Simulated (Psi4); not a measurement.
**C2H2FSi (SMILES C#C[SiH]F) at UMP2/def2-SVPD**

Aim: the vertical electron affinity of C2H2FSi at UMP2/def2-SVPD, from 2 runs. 

The calculation is run with Psi4 1.11.

1 further run of the same task is left out (set aside as unsound or not needed).

## (1) The structure to begin with

C2H2FSi: 6 atoms, total charge 0, spin state doublet. As SMILES, `C#C[SiH]F`. The shape is that of a PBE0-D4/def2-TZVP optimisation.

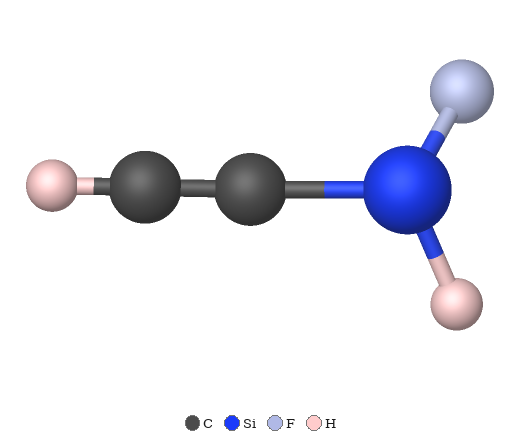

Viewed from a chosen angle; carbon dark grey, silicon blue, fluorine light blue, hydrogen pink.

## (2) The energy at UMP2/def2-SVPD

c2h2fsi.xyz reads:

```xyz
6
C2H2FSi
C      0.118100    -0.680000    -1.605700
C      0.120400    -0.213700    -0.490100
Si     0.338300     0.466700     1.168800
F     -0.478000    -0.412300     2.226800
H      0.100300    -1.089200    -2.590300
H     -0.157100     1.864400     1.244300
```

c2h2fsi.py reads:

```python
import psi4

psi4.set_memory('1600 MB')
psi4.set_num_threads(1)
psi4.set_output_file('psi4.out', False)

with open('c2h2fsi.xyz') as f:
    atoms = ''.join(f.readlines()[2:])
molecule = psi4.geometry('0 2\n' + atoms + 'symmetry c1\nno_reorient\nno_com')

psi4.set_options({
    'reference': 'uhf',
    'puream': True,
    'e_convergence': 1e-09,
    'd_convergence': 1e-08,
    'scf_type': 'pk',
    'num_frozen_docc': 8,
    'mp2_type': 'conv',
    'maxiter': 200,
})

energy_value = psi4.energy('mp2/def2-SVPD', molecule=molecule)
print(f'total energy {energy_value:.8f} hartree = {energy_value * 27.211386:.5f} eV')
```

The run is started by

```bash
$ python c2h2fsi.py
```

psi4.out:

```text
[...]
  Running in c1 symmetry.
[...]
  Nuclear repulsion =  130.576000701221858
[...]
  Multiplicity = 2
[...]
  Nalpha       = 19
  Nbeta        = 18
[...]
    Number of basis functions: 103
[...]
   @UHF iter   1:  -464.89746796742679   -1.01686e+00   3.96548e-03 ADIIS/DIIS
[...]
   @UHF iter  21:  -465.01180027818060   -1.50067e-11   7.62986e-09 DIIS
[...]
   @S^2 Observed:                8.198111530E-01
[...]
    Orbital Energies [Eh]
    ---------------------
    Alpha Occupied:
       1A    -68.833736     2A    -26.294599     3A    -11.274905
       4A    -11.236202     5A     -6.195866     6A     -4.311584
       7A     -4.304459     8A     -4.302743     9A     -1.573521
      10A     -1.036761    11A     -0.807408    12A     -0.745506
      13A     -0.687342    14A     -0.680877    15A     -0.660388
      16A     -0.539328    17A     -0.448781    18A     -0.429640
      19A     -0.349962
    Alpha Virtual:
      20A      0.080549    21A      0.091567    22A      0.113612
      23A      0.120871    24A      0.136100    25A      0.170049
[...]
  @UHF Final Energy:  -465.01180027818060
   => Energetics <=
    Nuclear Repulsion Energy =            130.5760007012218580
    One-Electron Energy =                -902.2661056128029031
    Two-Electron Energy =                 306.6783046334005007
    Total Energy =                       -465.0118002781806013
  UHF NO Occupations:
  HONO-2 :   17  A 1.9908396
  HONO-1 :   18  A 1.9759491
[...]
 Multipole Moments:
 ------------------------------------------------------------------------------------
     Multipole            Electronic (a.u.)      Nuclear  (a.u.)        Total (a.u.)
 ------------------------------------------------------------------------------------
 L = 1.  Multiply by 2.5417464519 to convert [e a0] to [Debye]
 Dipole X            :         -3.1342999            3.4173807            0.2830808
 Dipole Y            :          3.5074074           -3.3332879            0.1741195
 Dipole Z            :        -43.1976862           42.4878463           -0.7098398
 Magnitude           :                                                    0.7837888
[...]
	SCS-MP2 Total Energy (a.u.)        :  -465.52520000425903
	SOS-MP2 Total Energy (a.u.)        :  -465.47985171504718
	SCSN-MP2 Total Energy (a.u.)       :  -465.25123924521921
[...]
	SOS-PI-MP2 Total Energy (a.u.)     :  -465.55786028785826
[...]
	MP2 Total Energy (a.u.)            :  -465.53788800987166
[...]
```

The script printed:

```text
Memory set to   1.490 GiB by Python driver.
  Threads set to 1 by Python driver.
total energy -465.53788801 hartree = -12667.93117 eV
```

Run time: 6.9 s. Hardware: 1 thread of Intel Xeon 6975P-C (Granite Rapids), shared host; peak memory 0.65 GiB.

## (3) The singlet anion

calc.inp reads:

```
memory 1600 mb

molecule system {
  -1 1
  C      0.22317666    -1.28501376    -3.03433324
  C      0.22752303    -0.40383447    -0.92615477
  Si     0.63929435     0.88193518     2.20871189
  F     -0.90328909    -0.77913408     4.20804213
  H      0.18953953    -2.05828969    -4.89495758
  H     -0.29687597     3.52320539     2.35138622
  units bohr
  symmetry c1
}

set globals {
  puream true
  e_convergence 1e-09
  d_convergence 1e-08
  scf_type pk
  num_frozen_docc 8
  mp2_type conv
}

energy("mp2/def2-SVPD")
print_variables()
```

The run is started by

```bash
$ psi4 -i calc.inp -o calc.out -n 1
```

calc.out:

```text
[...]
  Running in c1 symmetry.
[...]
  Nuclear repulsion =  130.576000817599208
[...]
  Multiplicity = 1
[...]
  Nalpha       = 19
  Nbeta        = 19
[...]
    Number of basis functions: 103
[...]
   @RHF iter   1:  -464.87073311902486   -9.90130e-01   4.36611e-03 ADIIS/DIIS
[...]
   @RHF iter  14:  -465.00430006974261   -2.14300e-11   9.71271e-09 DIIS
[...]
    Orbital Energies [Eh]
    ---------------------
    Doubly Occupied:
       1A    -68.554822     2A    -26.077450     3A    -11.060536
       4A    -11.052863     5A     -5.918939     6A     -4.030519
       7A     -4.028675     8A     -4.027421     9A     -1.358193
      10A     -0.837514    11A     -0.588865    12A     -0.544956
      13A     -0.473899    14A     -0.467564    15A     -0.441735
      16A     -0.311173    17A     -0.244457    18A     -0.233670
      19A     -0.033435
[...]
  @RHF Final Energy:  -465.00430006974261
   => Energetics <=
    Nuclear Repulsion Energy =            130.5760008175992084
    One-Electron Energy =                -910.5872292934005827
    Two-Electron Energy =                 315.0069284060587051
    Total Energy =                       -465.0043000697426123
[...]
 Multipole Moments:
 ------------------------------------------------------------------------------------
     Multipole            Electronic (a.u.)      Nuclear  (a.u.)        Total (a.u.)
 ------------------------------------------------------------------------------------
 L = 1.  Multiply by 2.5417464519 to convert [e a0] to [Debye]
 Dipole X            :         -1.3655295            0.3634083           -1.0021212
 Dipole Y            :         -1.7499431            1.1874886           -0.5624545
 Dipole Z            :          3.1415566           -3.9704923           -0.8289357
 Magnitude           :                                                    1.4169462
[...]
	SCS-MP2 Total Energy (a.u.)        :  -465.55365146937123
	SOS-MP2 Total Energy (a.u.)        :  -465.50566574216913
	SCSN-MP2 Total Energy (a.u.)       :  -465.25766470937003
[...]
	SOS-PI-MP2 Total Energy (a.u.)     :  -465.58922668757356
[...]
	MP2 Total Energy (a.u.)            :  -465.56606197837118
[...]
```

Run time: 5.1 s. Hardware: 1 thread of Intel Xeon 6975P-C (Granite Rapids), shared host; peak memory 0.65 GiB.

## (4) Results

At UMP2/def2-SVPD, 8 core orbitals frozen:

| quantity | value |
| --- | --- |
| doublet C2H2FSi: total energy | -465.53789 Eh |
| doublet C2H2FSi: HOMO energy (Hartree–Fock orbitals) (highest over α and β) | -9.52 eV |
| doublet C2H2FSi: LUMO energy (Hartree–Fock orbitals) (lowest over α and β) | 1.01 eV |
| doublet C2H2FSi: correlation energy (8 core orbitals frozen) | -526.1 mEh |
| doublet C2H2FSi: ⟨S²⟩ of the reference determinant | 0.820 |
| singlet anion: total energy | -465.56606 Eh |
| singlet anion: HOMO energy (Hartree–Fock orbitals) | -0.91 eV |
| singlet anion: LUMO energy (Hartree–Fock orbitals) | 6.09 eV |
| singlet anion: HOMO–LUMO gap (to an unbound level, set by the basis) | 7.00 eV |
| singlet anion: correlation energy (8 core orbitals frozen) | -561.8 mEh |
| vertical electron affinity (to the singlet anion) | 0.767 eV |

At fixed nuclei the extra electron is bound by 0.77 eV (17.7 kcal/mol).
